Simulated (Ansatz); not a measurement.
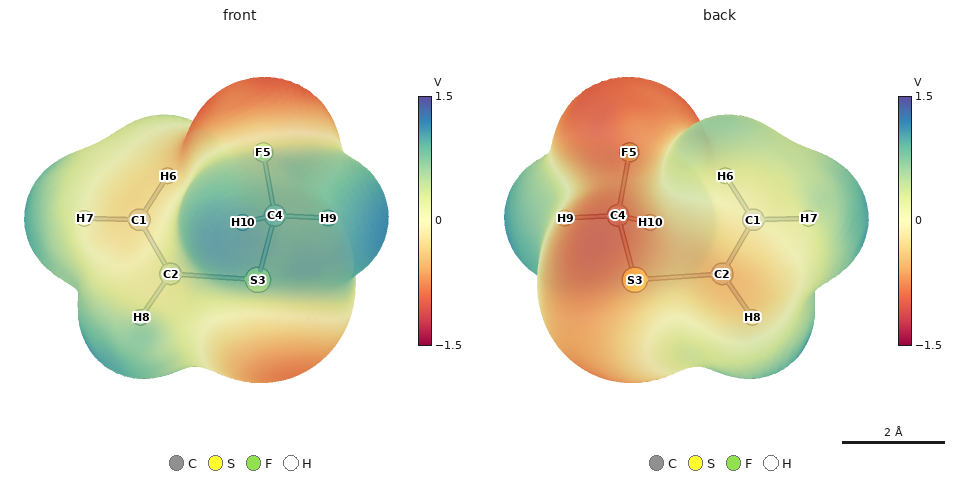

Figure 1: C$_{3}$H$_{5}$FS (SMILES C=CSCF). The molecular electrostatic potential painted on the density surface at 0.002 e/bohr³, seen from the front and from behind; red is negative and blue positive.

Not at a stationary point (largest force 1.4 eV/Å).

Method: Ansatz, SCF r2SCAN0, Gaussian basis.

```json
{"atom": "C", "x (Å)": "-1.2234", "y (Å)": "0.5167", "z (Å)": "-1.0120"}
{"atom": "C", "x (Å)": "-1.0649", "y (Å)": "-0.5559", "z (Å)": "-0.2304"}
{"atom": "S", "x (Å)": "0.4474", "y (Å)": "-1.3749", "z (Å)": "-0.0644"}
{"atom": "C", "x (Å)": "1.4163", "y (Å)": "-0.1357", "z (Å)": "0.8255"}
{"atom": "F", "x (Å)": "1.6813", "y (Å)": "0.9267", "z (Å)": "0.0199"}
{"atom": "H", "x (Å)": "-0.4010", "y (Å)": "0.9460", "z (Å)": "-1.5774"}
{"atom": "H", "x (Å)": "-2.1940", "y (Å)": "0.9919", "z (Å)": "-1.1080"}
{"atom": "H", "x (Å)": "-1.9185", "y (Å)": "-0.9675", "z (Å)": "0.3008"}
{"atom": "H", "x (Å)": "2.3711", "y (Å)": "-0.5692", "z (Å)": "1.1335"}
{"atom": "H", "x (Å)": "0.8855", "y (Å)": "0.2218", "z (Å)": "1.7123"}
```

Question: Describe the electrostatic potential map.

Answer: The most negative region (about −1.0 V) lies over S3 and F5, the most positive (about +1.1 V) over H9.
